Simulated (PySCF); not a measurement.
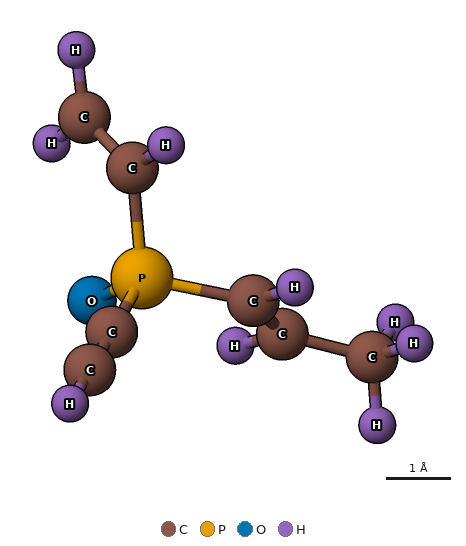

The structure (ball-and-stick view, seen at a tilt). Bond lengths as drawn: C–C 1.21 to 1.49 Å, C–H 1.08 to 1.10 Å, C–P 1.78 to 1.80 Å and O–P 1.50 Å.

## NMR shielding calculation of C7H9OP

The run: NMR shielding calculation of C7H9OP. Method and program: GIAO PBE0/pcSseg-1 NMR shielding, non-relativistic, gas phase (PySCF 2.14.0).

The geometry comes from this level: PBE0-D3(BJ)/def2-SVP. Figures and captions count atoms from 1; the log counts them from 0 in places.

### Log
```
coarse grid: 15896 points
cycle   1  E = -687.7910242968  dE =  1.295e+00  |g| = 9.558e-01  |ddm| = 4.112e+00
cycle   2  E = -687.1082259576  dE =  6.828e-01  |g| = 2.033e+00  |ddm| = 3.954e+00
cycle   3  E = -687.9579733794  dE = -8.497e-01  |g| = 2.867e-01  |ddm| = 3.274e+00
cycle   4  E = -687.9756706330  dE = -1.770e-02  |g| = 1.145e-01  |ddm| = 3.676e-01
cycle   5  E = -687.9773258962  dE = -1.655e-03  |g| = 8.105e-02  |ddm| = 1.360e-01
cycle   6  E = -687.9789508649  dE = -1.625e-03  |g| = 1.206e-02  |ddm| = 6.413e-02
cycle   7  E = -687.9789776555  dE = -2.679e-05  |g| = 6.149e-03  |ddm| = 1.240e-02
cycle   8  E = -687.9789870381  dE = -9.383e-06  |g| = 1.108e-03  |ddm| = 5.438e-03
final grid: 149944 points
cycle   9  E = -688.0459435005  dE = -2.589e-05  |g| = 1.075e-02  |ddm| = 3.760e-02
cycle  10  E = -688.0459111002  dE =  3.240e-05  |g| = 1.673e-02  |ddm| = 2.760e-02
cycle  11  E = -688.0459684207  dE = -5.732e-05  |g| = 2.982e-03  |ddm| = 1.948e-02
cycle  12  E = -688.0459701199  dE = -1.699e-06  |g| = 4.087e-04  |ddm| = 2.924e-03
cycle  13  E = -688.0459701450  dE = -2.519e-08  |g| = 2.695e-04  |ddm| = 5.771e-04
cycle  14  E = -688.0459701624  dE = -1.740e-08  |g| = 7.139e-05  |ddm| = 2.307e-04
cycle  15  E = -688.0459701636  dE = -1.152e-09  |g| = 2.554e-05  |ddm| = 6.098e-05
cycle  16  E = -688.0459701638  dE = -1.603e-10  |g| = 4.965e-06  |ddm| = 2.508e-05
```

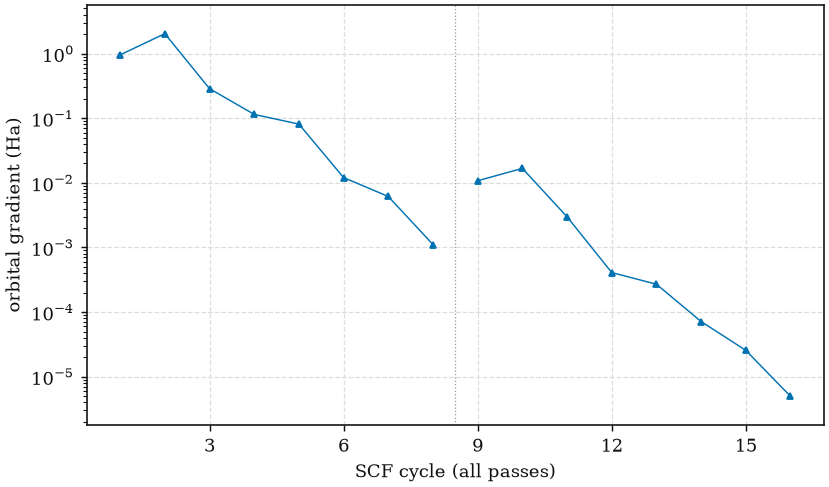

Convergence of the self-consistent field: orbital gradient against the SCF cycle. The dotted line marks the change from a coarse to the final integration grid. The first 8 cycles use a coarse grid, the final grid takes over at cycle 9, and the field converges after 16 cycles in all.

```
converged SCF energy = -688.0459701638

GIAO shielding tensors (ppm)
atom      isotropic    diamagn.    paramagn.     s11        s22        s33       span
  0 C       88.011     259.786    -171.775     17.988     18.563    227.483    209.496
  1 C      100.667     273.139    -172.472      0.445      4.946    296.610    296.165
  2 P      342.967     963.667    -620.699    256.419    259.886    512.597    256.178
  3 O      263.678     394.323    -130.645    167.263    283.682    340.091    172.828
  4 C       44.582     264.284    -219.702    -69.848     58.543    145.052    214.900
  5 C       40.614     253.540    -212.926    -88.000     33.052    176.790    264.791
  6 C       54.980     265.955    -210.975    -46.656     80.668    130.928    177.584
  7 C       26.411     257.471    -231.061   -101.996      9.537    171.692    273.688
  8 C      161.383     246.321     -84.937    145.321    155.776    183.052     37.730
  9 H       28.583      32.530      -3.947     24.142     24.178     37.430     13.288
 10 H       25.068      31.985      -6.917     23.075     24.605     27.525      4.450
 11 H       24.814      27.424      -2.610     21.665     24.579     28.200      6.535
 12 H       24.369      29.996      -5.627     20.314     22.996     29.797      9.483
 13 H       25.588      34.410      -8.823     23.516     24.775     28.472      4.956
 14 H       24.158      33.270      -9.113     20.665     21.579     30.230      9.565
 15 H       29.335      28.625       0.710     25.471     28.972     33.561      8.090
 16 H       29.167      25.969       3.199     25.543     26.894     35.066      9.522
 17 H       29.218      26.781       2.437     25.545     26.943     35.166      9.621
```

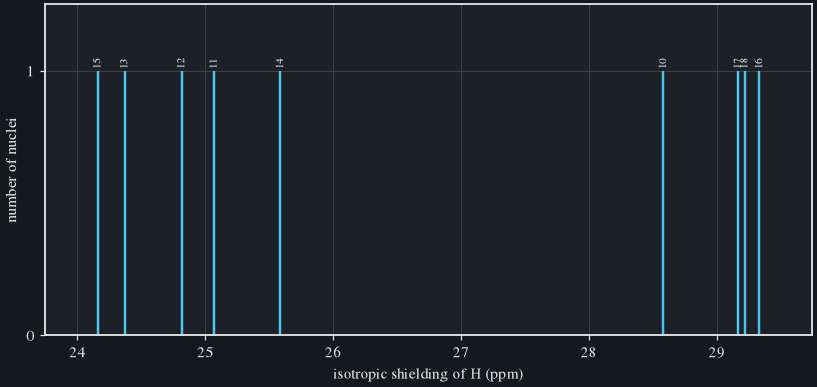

Isotropic shieldings of the hydrogen nuclei in this fixed geometry, labelled by atom number; shielding grows to the right, so chemical shift grows to the left. The least shielded is H15 (24.2 ppm), the most shielded H16 (29.3 ppm).

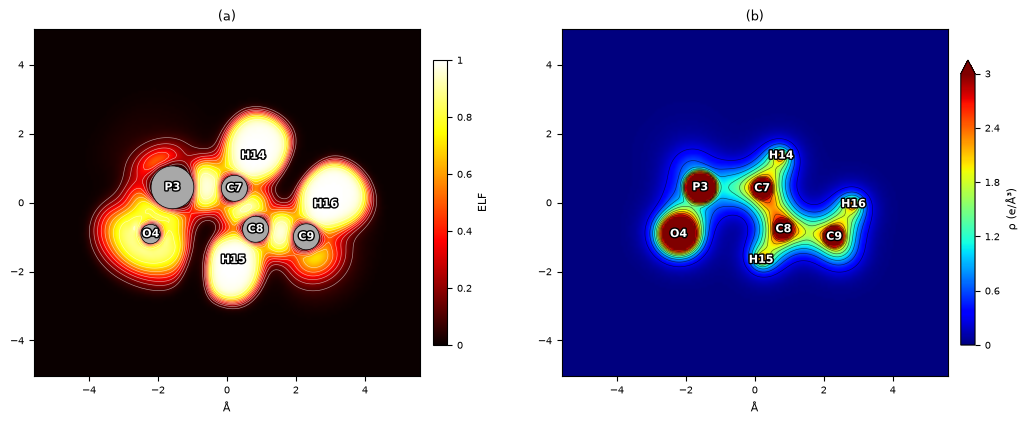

(a) ELF; (b) total electron density on the plane of atoms C8, C7 and H14. Grey discs, where drawn, cover atomic cores. Atoms in the plane: P, O, C and H. C–P (1.80 Å): ρ is about 1.2 e/Å³ halfway; the ELF peaks at about 0.95 between the atoms, which marks a shared electron pair.

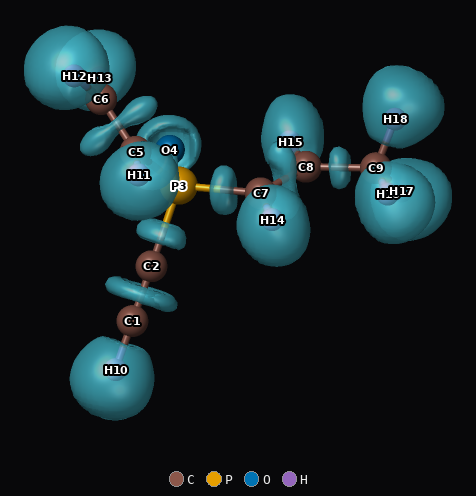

Isosurface of the ELF at 0.85 (cyan), seen at a tilt. Core shells and regions of very low density are left out. Values along the shortest contacts: C–C (1.21 Å): the ELF peaks at about 0.85 between the atoms; a double or triple bond.

This output came from the following input.

### Input file
```
{"job": {"kind": "nmr", "xc": "PBE0", "basis": "pcSseg-1"}, "charge": 0, "multiplicity": 1}
C      1.616035     3.093691     0.196428
C      1.224524     1.972930    -0.058868
P      0.658547     0.336606    -0.475909
O      0.739475    -0.017133    -1.927218
C      1.675834    -0.711048     0.583358
C      2.377279    -1.690150     0.010835
C     -1.006818     0.302572     0.196478
C     -2.012737    -0.038017    -0.617810
C     -3.449691    -0.119967    -0.239416
H      1.963848     4.087560     0.417366
H      1.693766    -0.523770     1.662993
H      3.007667    -2.367476     0.594752
H      2.330397    -1.829526    -1.074616
H     -1.169039     0.568433     1.247796
H     -1.748150    -0.275565    -1.657243
H     -3.618425     0.134429     0.816544
H     -4.051767     0.559558    -0.865129
H     -3.840050    -1.134658    -0.423646
```

The first line tells a small driver script what to run in PySCF; the rest is the geometry in Å.

Launched with:
```bash
OMP_NUM_THREADS=1 python <driver script> task.json out
```

### Results in brief

- outcome: converged
- total energy: −688.045970 hartree
- HOMO: −7.79 eV
- LUMO: −0.95 eV
- dipole moment: 3.71 D
- isotropic shielding, C: 26.4 to 161.4 ppm
- isotropic shielding, P: 343.0 ppm
- isotropic shielding, O: 263.7 ppm
- isotropic shielding, H: 24.2 to 29.3 ppm
- hardware: 1 CPU thread, shared host
- wall time: 41 s
- peak memory: 0.91 GiB
